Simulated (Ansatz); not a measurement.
## C2H8OSi (SMILES CC[SiH2]O): the energy, rung by rung

C2H8OSi: 12 atoms, total charge 0, spin state singlet. As SMILES, `CC[SiH2]O`. Geometry: relaxed at PBE0-D4/def2-TZVP. This is one conformer, not always the lowest.

| atom | x (Å) | y (Å) | z (Å) |
| --- | --- | --- | --- |
| C | -1.4620 | -0.3151 | -0.1304 |
| C | -0.1931 | -0.5952 | 0.6706 |
| Si | 1.3481 | 0.1382 | -0.0886 |
| O | 1.2580 | 1.7827 | -0.2296 |
| H | -1.3847 | -0.7013 | -1.1508 |
| H | -1.6591 | 0.7583 | -0.1987 |
| H | -2.3414 | -0.7753 | 0.3268 |
| H | -0.2921 | -0.2109 | 1.6917 |
| H | -0.0311 | -1.6758 | 0.7672 |
| H | 1.5558 | -0.4735 | -1.4355 |
| H | 2.5306 | -0.1249 | 0.7691 |
| H | 0.7481 | 2.1376 | -0.9579 |

Each level gives the energy change with the C1–C2 bond stretched from 1.526 to 2.748 Å (eV). The values are calculated.

```tsv
level	kind	program	value (eV)	CPU time (all runs)
HF/cc-pVDZ (restricted)	Hartree–Fock	Ansatz	4.87	3.4 s
r2SCAN0/cc-pVDZ (restricted)	hybrid meta-GGA	Ansatz	4.51	12 s
CAM-B3LYP/cc-pVDZ (restricted)	range-separated hybrid	Ansatz	4.46	8.8 s
wB97X/cc-pVDZ (restricted)	range-separated hybrid	Ansatz	4.65	26 s
RPA@PBE/cc-pVDZ (restricted)	RPA	Ansatz	3.86	12 s
RPA@PBE0/cc-pVDZ (restricted)	RPA	Ansatz	4.13	13 s
MP2/cc-pVDZ (restricted)	perturbation theory	Ansatz	4.34	4.9 s
CCSD/cc-pVDZ (restricted)	coupled cluster or CI	Ansatz	4.11	27 s
```

The first shape isn't each level's own minimum. The values span 3.86 to 4.87 eV. Times are those of the runs behind each value, whatever else they computed, on shared processors of several kinds: orders of magnitude only.

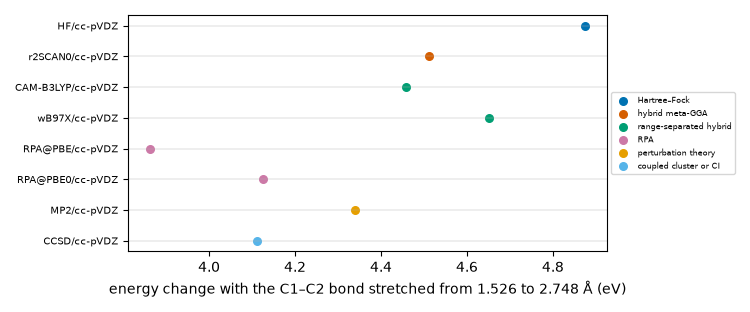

The values of the table, level by level.
